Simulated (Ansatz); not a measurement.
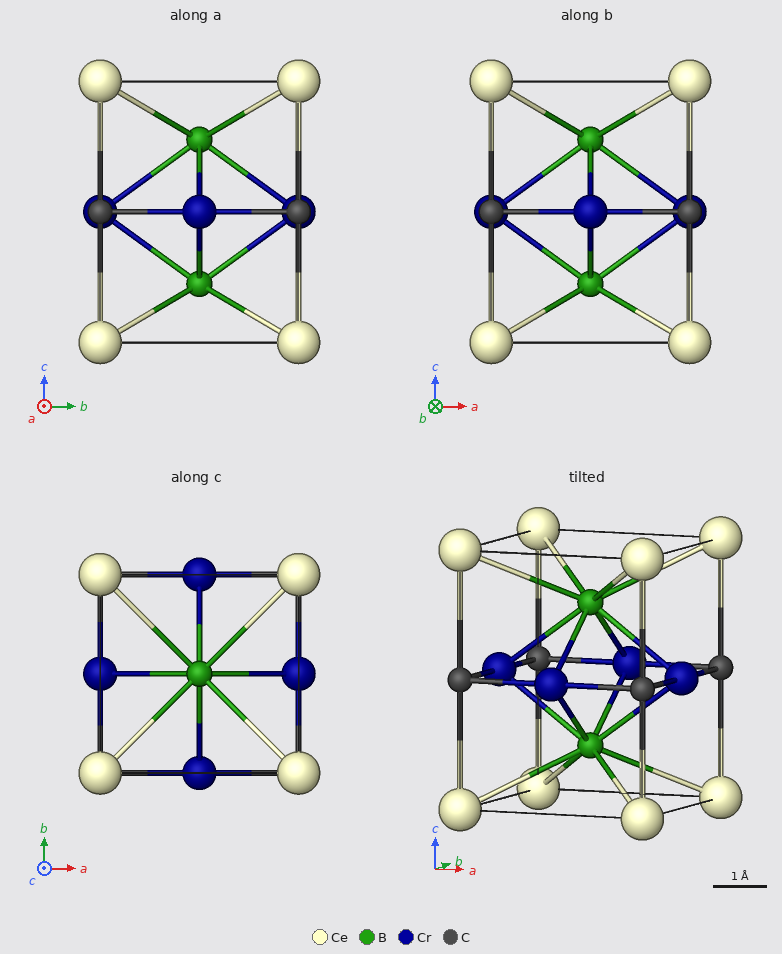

The structure above is drawn in ball-and-stick style and viewed along the a axis, along the b axis, along the c axis and slightly off an axis. Atoms at the boundary of the conventional unit cell (the box) are drawn once for each face, edge or corner they touch.

Lattice parameters: a = 3.763 Å, b = 3.763 Å, c = 4.956 Å, α = 90.00°, β = 90.00°, γ = 90.00°.

Set out the cell and atoms as a table of Wyckoff sites, with free fractional coordinates to two decimals.

Space group P4/mmm (No. 123).
```tsv
atom	site	x	y	z
Ce	1a	0.00	0.00	0.00
B	2h	0.50	0.50	0.22
Cr	2e	0.00	0.50	0.50
C	1b	0.00	0.00	0.50
```

The geometry is that of a generated cell, made by putting these elements into a known structure type (the compound may or may not exist in this form), without relaxation. Ansatz was used for an electronic-structure calculation on it.
